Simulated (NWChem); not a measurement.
# Si2H4ClOF (SMILES O[SiH](F)[SiH2]Cl) at 4 levels

Aim: a comparison of 4 runs (HF/STO-3G, HF/3-21G, B3LYP/6-31G*) of Si2H4ClOF. 

The results are computed with NWChem 7.3.0.

## (1) The structure to begin with

Si2H4ClOF: 9 atoms, total charge 0, spin state singlet. As SMILES, `O[SiH](F)[SiH2]Cl`. The shape is that of a PBE0-D4/def2-TZVP optimisation. This is one conformer, not always the lowest.

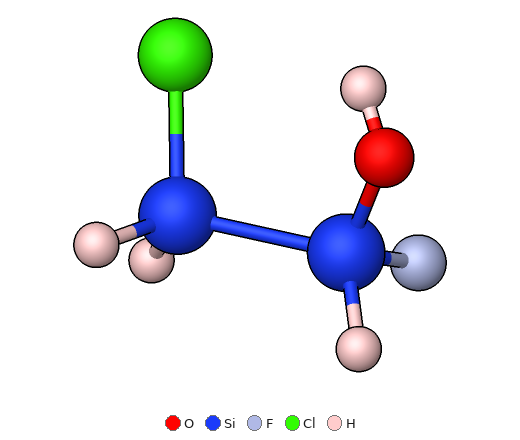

The structure, seen from a chosen angle (oxygen red, silicon blue, fluorine light blue, chlorine green, hydrogen pink).

## (2) Energy and gradient at HF/STO-3G (run 1)

The input, test.xyz:

```xyz
9

O      1.043000     1.651000    -0.367700
Si     1.004200     0.025100    -0.491700
F      0.857200    -0.434900    -2.016400
Si    -0.895400    -0.758300     0.651900
Cl    -2.303800     0.741300     0.380900
H      0.203500     2.117100    -0.396500
H      2.311600    -0.468900    -0.009000
H     -1.463400    -2.020600     0.119200
H     -0.668000    -0.898100     2.112300
```

The input, run.py:

```python
from ase.io import read
from ase.calculators.nwchem import NWChem

molecule = read('test.xyz')

calc = NWChem(
    label='test',
    theory='scf',
    memory='2200 mb',
    basis='STO-3G',
    basispar='spherical bse',
    scf={'nopen': '0', 'rhf': None, 'thresh': '1e-08', 'maxiter': '80'},
)
molecule.calc = calc

forces = molecule.get_forces()
e = molecule.get_potential_energy()
print(f"E = {e:.6f} eV")
print("forces (eV/A):")
for s, f in zip(molecule.symbols, forces):
    print(f"{s:2s} {f[0]:10.5f} {f[1]:10.5f} {f[2]:10.5f}")
print("dipole (e A):", molecule.get_dipole_moment().round(4))
```

Run with:

```
export ASE_NWCHEM_COMMAND="nwchem PREFIX.nwi > PREFIX.nwo"
python run.py
```

Output:

```text
E = -32656.157918 eV
forces (eV/A):
O     1.76074    0.77241    0.05055
Si   -0.21170   -1.62108    1.56318
F    -0.00890   -0.02828   -0.71261
Si    1.52518   -1.60776    0.48717
Cl   -0.56996    0.42326    0.00309
H    -1.25578    0.11894   -0.14666
H    -1.36356    0.45452   -0.29938
H     0.50718    1.34808    0.58467
H    -0.38320    0.13992   -1.53006
dipole (e A): [ 0.2823 -0.4569  0.2112]
```

The calculator wrote test.nwi:

```
title "test"

permanent_dir test

scratch_dir test

start test

geometry units angstrom nocenter noautosym noautoz
  O  1.0429999999999999e+00 1.6510000000000000e+00 -3.6770000000000003e-01
  Si 1.0042000000000000e+00 2.5100000000000001e-02 -4.9170000000000003e-01
  F  8.5719999999999996e-01 -4.3490000000000001e-01 -2.0164000000000000e+00
  Si -8.9539999999999997e-01 -7.5829999999999997e-01 6.5190000000000003e-01
  Cl -2.3037999999999998e+00 7.4129999999999996e-01 3.8090000000000002e-01
  H  2.0349999999999999e-01 2.1171000000000002e+00 -3.9650000000000002e-01
  H  2.3115999999999999e+00 -4.6889999999999998e-01 -8.9999999999999993e-03
  H  -1.4634000000000000e+00 -2.0206000000000000e+00 1.1920000000000000e-01
  H  -6.6800000000000004e-01 -8.9810000000000001e-01 2.1122999999999998e+00
end

memory 2200 mb

basis spherical bse noprint
   * library STO-3G
end

scf
  nopen 0
  rhf
  thresh 1e-08
  maxiter 80
end

task scf gradient
```

test.nwo:

```text
Northwest Computational Chemistry Package (NWChem) 7.3.0
             --------------------------------------------------------

           Job information
           ---------------

    nwchem branch   = 7.3.0
    use scalapack   = T
    input           = test.nwi
    prefix          = test.
    data base       = test/test.db
    status          = startup
    nproc           =        1

           Memory information
           ------------------

    heap     =     72089598 doubles =      550.0 Mbytes
    stack    =     72089595 doubles =      550.0 Mbytes
    global   =    144179200 doubles =     1100.0 Mbytes (distinct from heap & stack)
    total    =    288358393 doubles =     2200.0 Mbytes
    verify   = yes
    hardfail = no

[... 139 lines left out ...]
 Convergence threshold     :          1.000E-08
[... 12 lines left out ...]
       Final RHF  results
[... 3 lines left out ...]
      One-electron energy =  -2399.706243683691
[... 1 line left out ...]
 Nuclear repulsion energy =    365.418577576722
[... 49 lines left out ...]
                       ROHF Final Molecular Orbital Analysis
[... 230 lines left out ...]
                         RHF ENERGY GRADIENTS

    atom               coordinates                        gradient
                 x          y          z           x          y          z
   1 O       1.970984   3.119938  -0.694852   -0.034241  -0.015021  -0.000983
   2 Si      1.897663   0.047432  -0.929178    0.004117   0.031525  -0.030399
   3 F       1.619873  -0.821842  -3.810443    0.000173   0.000550   0.013858
[... 5 lines of this table left out ...]
   9 H      -1.262337  -1.697163   3.991668    0.007452  -0.002721   0.029755

                 ----------------------------------------
                 |  Time  |  1-e(secs)   |  2-e(secs)   |
                 ----------------------------------------
                 |  CPU   |       0.01   |       1.05   |
                 ----------------------------------------
                 |  WALL  |       0.01   |       1.05   |
                 ----------------------------------------

 Task  times  cpu:        6.6s     wall:        6.6s
 Total times  cpu:        6.7s     wall:        6.7s
```

Run time: 8.1 s. Hardware: 1 thread of Intel Xeon Platinum 8488C (Sapphire Rapids), shared host; peak memory 0.099 GiB.

## (3) Energy and forces at HF/3-21G (run 2)

The input, run.py:

```python
from ase import Atoms
from ase.calculators.nwchem import NWChem

atoms = Atoms(['O', 'Si', 'F', 'Si', 'Cl', 'H', 'H', 'H', 'H'], positions=[
    [1.043000, 1.651000, -0.367700],
    [1.004200, 0.025100, -0.491700],
    [0.857200, -0.434900, -2.016400],
    [-0.895400, -0.758300, 0.651900],
    [-2.303800, 0.741300, 0.380900],
    [0.203500, 2.117100, -0.396500],
    [2.311600, -0.468900, -0.009000],
    [-1.463400, -2.020600, 0.119200],
    [-0.668000, -0.898100, 2.112300],
])

calc = NWChem(
    label='nw',
    theory='scf',
    memory='2200 mb',
    basis='3-21G',
    basispar='spherical bse',
    scf={'nopen': '0', 'rhf': None, 'thresh': '1e-08', 'maxiter': '80', 'print': 'low'},
)
atoms.calc = calc

forces = atoms.get_forces()
print(f"energy = {atoms.get_potential_energy():.6f} eV")
print("forces (eV/A):")
for s, f in zip(atoms.symbols, forces):
    print(f"{s:2s} {f[0]:10.5f} {f[1]:10.5f} {f[2]:10.5f}")
```

Run with:

```
export ASE_NWCHEM_COMMAND="nwchem PREFIX.nwi > PREFIX.nwo"
python run.py
```

Output:

```text
energy = -32868.457297 eV
forces (eV/A):
O    -0.54492    0.78496    0.02283
Si    1.13663   -1.06701    1.18497
F    -0.26508   -0.35101   -1.29265
Si    1.39755   -1.93692    0.43220
Cl   -1.56950    1.68860   -0.26086
H     0.05528    0.76182   -0.00489
H    -0.34103   -0.07076    0.05590
H     0.10315    0.11375   -0.00242
H     0.02792    0.07652   -0.13514
```

The calculator wrote nw.nwi:

```
title "nw"

permanent_dir nw

scratch_dir nw

start nw

geometry units angstrom nocenter noautosym noautoz
  O  1.0429999999999999e+00 1.6510000000000000e+00 -3.6770000000000003e-01
  Si 1.0042000000000000e+00 2.5100000000000001e-02 -4.9170000000000003e-01
  F  8.5719999999999996e-01 -4.3490000000000001e-01 -2.0164000000000000e+00
  Si -8.9539999999999997e-01 -7.5829999999999997e-01 6.5190000000000003e-01
  Cl -2.3037999999999998e+00 7.4129999999999996e-01 3.8090000000000002e-01
  H  2.0349999999999999e-01 2.1171000000000002e+00 -3.9650000000000002e-01
  H  2.3115999999999999e+00 -4.6889999999999998e-01 -8.9999999999999993e-03
  H  -1.4634000000000000e+00 -2.0206000000000000e+00 1.1920000000000000e-01
  H  -6.6800000000000004e-01 -8.9810000000000001e-01 2.1122999999999998e+00
end

memory 2200 mb

basis spherical bse noprint
   * library 3-21G
end

scf
  nopen 0
  rhf
  thresh 1e-08
  maxiter 80
  print low
end

task scf gradient
```

nw.nwo:

```text
Northwest Computational Chemistry Package (NWChem) 7.3.0
             --------------------------------------------------------

           Job information
           ---------------

    nwchem branch   = 7.3.0
    use scalapack   = T
    input           = nw.nwi
    prefix          = nw.
    data base       = nw/nw.db
    status          = startup
    nproc           =        1

           Memory information
           ------------------

    heap     =     72089598 doubles =      550.0 Mbytes
    stack    =     72089595 doubles =      550.0 Mbytes
    global   =    144179200 doubles =     1100.0 Mbytes (distinct from heap & stack)
    total    =    288358393 doubles =     2200.0 Mbytes
    verify   = yes
    hardfail = no

[... 39 lines left out ...]
            Nuclear Dipole moment (a.u.)
[... 72 lines left out ...]
       Final RHF  results
       ------------------

         Total SCF energy =  -1207.893536445315
      One-electron energy =  -2403.098459370853
      Two-electron energy =    829.786345348815
 Nuclear repulsion energy =    365.418577576722

        Time for solution =      3.5s

                              NWChem Gradients Module
                              -----------------------

                         RHF ENERGY GRADIENTS

    atom               coordinates                        gradient
                 x          y          z           x          y          z
   1 O       1.970984   3.119938  -0.694852    0.010597  -0.015265  -0.000444
   2 Si      1.897663   0.047432  -0.929178   -0.022104   0.020750  -0.023044
   3 F       1.619873  -0.821842  -3.810443    0.005155   0.006826   0.025138
[... 5 lines of this table left out ...]
   9 H      -1.262337  -1.697163   3.991668   -0.000543  -0.001488   0.002628

 Task  times  cpu:        4.8s     wall:        4.8s
 Total times  cpu:        4.8s     wall:        4.8s
```

It took 6.3 s on 1 thread of Intel Xeon Platinum 8488C (Sapphire Rapids), shared host; peak memory 0.099 GiB.

Run 3 isn't shown in full; the table further down has it.

## (4) Energy and forces at B3LYP/6-31G(d) (Cartesian functions) (run 4)

The input, input.nw:

```
start input
title "ClFH4OSi2"
memory total 2200 mb
charge 0

geometry units atomic noautosym nocenter noautoz
 O      1.97098435     3.11993783    -0.69485230
 Si     1.89766297     0.04743213    -0.92917834
 F      1.61987323    -0.82184189    -3.81044376
 Si    -1.69206077    -1.43297932     1.23191246
 Cl    -4.35355105     1.40085398     0.71979668
 H      0.38455927     4.00073918    -0.74927641
 H      4.36829091    -0.88609258    -0.01700754
 H     -2.76542521    -3.81838061     0.22525535
 H     -1.26233705    -1.69716303     3.99166849
end

basis cartesian
 * library 6-31G*
end

dft
 xc b3lyp
 grid fine
 convergence energy 1e-08
 maxiter 100
 mulliken
end

task dft gradient
```

Run with:

```
nwchem input.nw > input.out
```

Output:

```text
[...]
          Wavefunction type:  closed shell.
          No. of atoms     :     9
          No. of electrons :    66
[...]
          Charge           :     0
          Spin multiplicity:     1
[...]
          AO basis - number of functions:    95
[...]
              XC Information
              --------------
                         B3LYP Method XC Potential
                     Hartree-Fock (Exact) Exchange  0.200
                        Slater Exchange Functional  0.800 local
                    Becke 1988 Exchange Functional  0.720 non-local
              Lee-Yang-Parr Correlation Functional  0.810
                  VWN I RPA Correlation Functional  0.190 local
[...]
 d= 0,ls=0.0,diis     1  -1216.6895592814 -1.58D+03  1.85D-02  1.11D+00     3.8
[...]
 d= 0,ls=0.0,diis    10  -1216.7976085372 -4.76D-09  4.44D-07  2.51D-09    28.5
         Total DFT energy =    -1216.797608537159
      One electron energy =    -2411.765832684689
           Coulomb energy =      920.381724390535
    Exchange-Corr. energy =      -90.832051492934
 Nuclear repulsion energy =      365.418551249929
[...]
  wavefunction    = closed shell
                         DFT ENERGY GRADIENTS
    atom               coordinates                        gradient
                 x          y          z           x          y          z
   1 O       1.970984   3.119938  -0.694852   -0.007721  -0.008369  -0.002558
   2 Si      1.897663   0.047432  -0.929178   -0.001192   0.007821  -0.007737
   3 F       1.619873  -0.821842  -3.810444    0.001377   0.004247   0.011720
   4 Si     -1.692061  -1.432979   1.231912   -0.007017   0.006077  -0.000506
   5 Cl     -4.353551   1.400854   0.719797    0.007317  -0.006790   0.000698
   6 H       0.384559   4.000739  -0.749276    0.007040  -0.004278   0.000607
   7 H       4.368291  -0.886093  -0.017008   -0.000319   0.000307  -0.001265
   8 H      -2.765425  -3.818381   0.225255    0.000318   0.000684  -0.000292
   9 H      -1.262337  -1.697163   3.991668    0.000197   0.000300  -0.000667
[...]
```

Run time: 40 s. Hardware: 1 thread of Intel Xeon Platinum 8488C (Sapphire Rapids), shared host; peak memory 0.13 GiB.

## (5) All runs side by side

| run | level | iteration cap | module | energy (Eh) | dipole moment (D) | largest force (eV/Å) | wall time |
| --- | --- | --- | --- | --- | --- | --- | --- |
| 1 | HF/STO-3G | 80 | scf | -1200.091678 | 2.77 | 2.269 | 8.1 s |
| 2 | HF/3-21G | 80 | scf | -1207.893536 | – | 2.427 | 6.3 s |
| 3 | B3LYP/6-31G* (spherical functions) | 100 | dft | -1216.788244 | 1.37 | 0.698 | 40 s |
| 4 | B3LYP/6-31G* (Cartesian functions) | 100 | dft | -1216.797609 | 1.37 | 0.645 | 40 s |

## (6) Outcome

| quantity | value |
| --- | --- |
| run 4: total energy | -1216.79761 Eh |
| run 4: dipole moment | 1.37 D |
| run 4: HOMO energy | -7.92 eV |
| run 4: LUMO energy | -1.06 eV |
| run 4: HOMO–LUMO gap | 6.86 eV |
| run 4: largest force on an atom | 0.645 eV/Å |

**Reading.** Over runs 1, 3, 4 the dipole moment (its size) runs from 1.37 D (B3LYP/6-31G*) to 2.77 D (HF/STO-3G). The two ends differ in method and basis. In run 1 the basis is minimal, so the values are rough. All runs together took 95 s, the longest 40 s.
